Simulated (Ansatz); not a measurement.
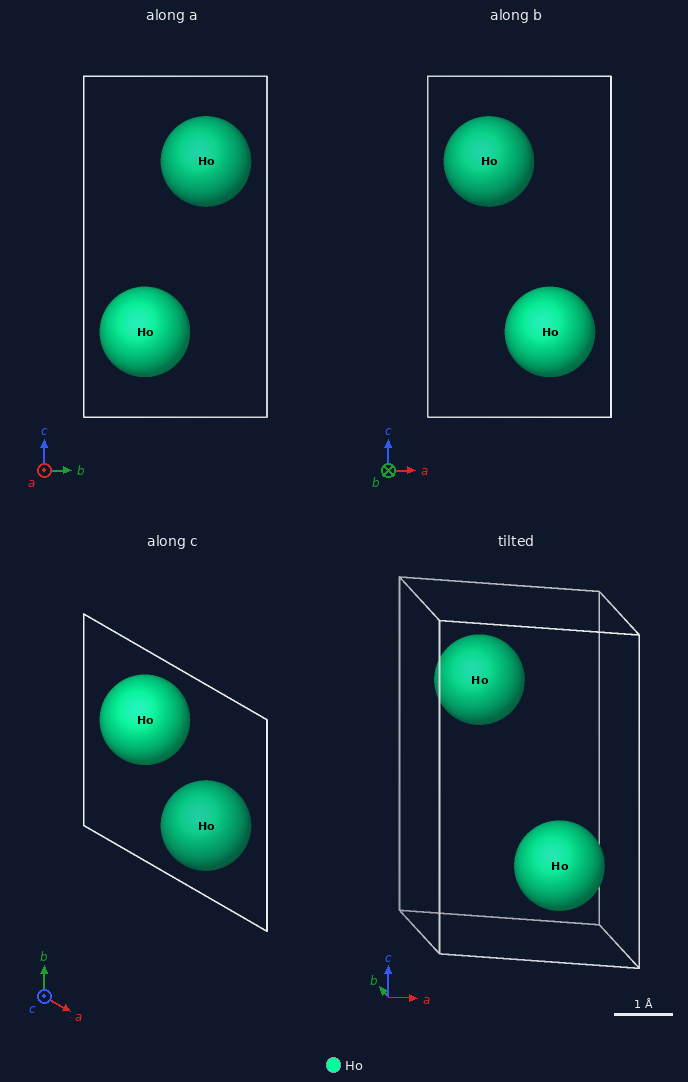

Crystal structure, spheres-only style, seen along the a axis, along the b axis, along the c axis and slightly off an axis. The conventional unit cell is outlined; an atom on or near a face, edge or corner is repeated at each equivalent position.

Lattice parameters: a = 3.672 Å, b = 3.672 Å, c = 5.918 Å, α = 90.00°, β = 90.00°, γ = 120.00°.

Express the structure as a table of Wyckoff sites.

Space group P6_3/mmc (No. 194).
```tsv
atom	site	x	y	z
Ho	2d	0.3333	0.6667	0.7500
```

Starting structure: the standard structure of this element. Earlier steps of the study may have refined or changed the cell and positions. It was set up as input for a calculation with Ansatz.
